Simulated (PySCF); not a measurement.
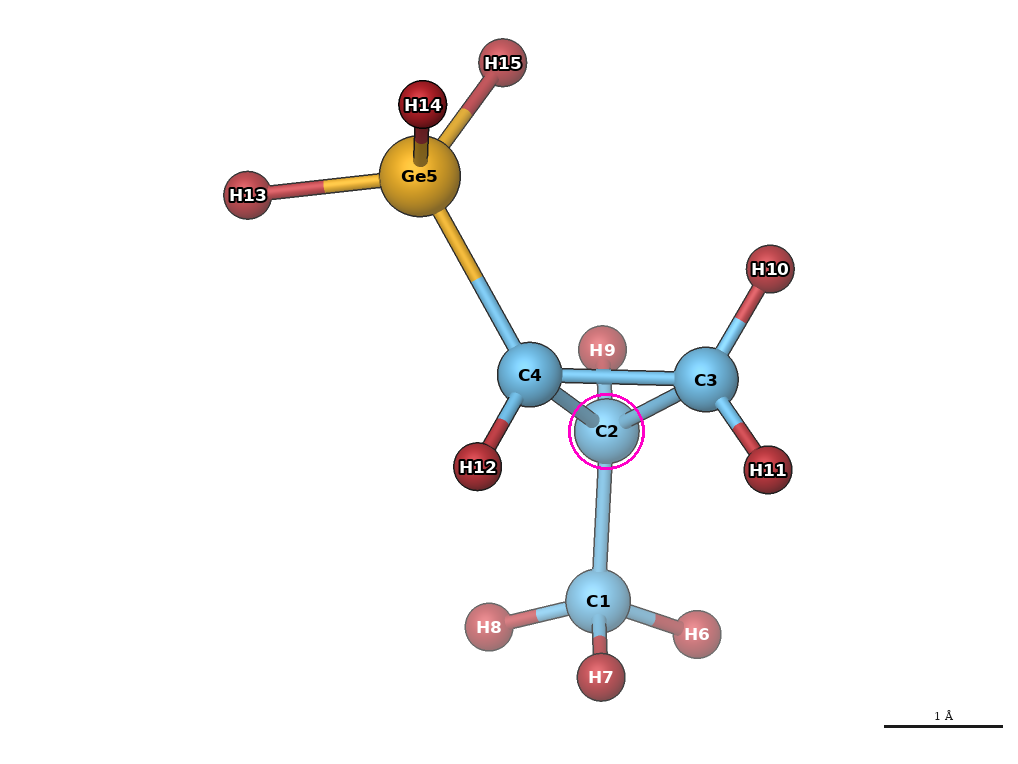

Orthographic view. Depth is shown by fading: the farther an atom, the more it takes the colour of the background. Computed geometry: PBE0-D3(BJ)/def2-SVP optimisation. No frequency run is at hand to confirm it as a minimum.

Q: Which atoms are bonded to the circled atom?

A: The circled atom is C2; it is bonded to C1, C3, C4, H9.

Q: Which two atoms are farthest apart in space?

A: H6 and H14, 6.34 Å.

Q: Which atom is nearest the viewer?

A: H14, 2.1 Å in front of the mean position.

Q: What is the shortest path along bonds from the circled atom to H14?

A: C2–C4–Ge5–H14, 3 bonds; through space the two are 4.21 Å apart.
